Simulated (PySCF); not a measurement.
```xyz
2

Li    0.0000    0.0000   -2.4834
Zn    0.0000    0.0000    0.2726
```

Theory: PySCF, PBE0/jorge-DZP-DKH, spin-free X2C-1e, Gaussian nucleus, at a bond length of 2.756 Å.

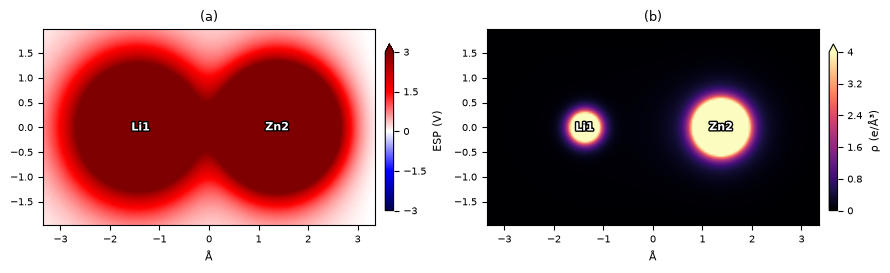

LiZn (doublet). (a) electrostatic potential; (b) total electron density on a plane that holds the molecular axis.

> Read the bonding off the picture.

The section cuts through Li and Zn sites.
Li–Zn (2.76 Å): ρ at the midpoint is about 0.14 e/Å³.
The potential has no marked negative region in this plane.
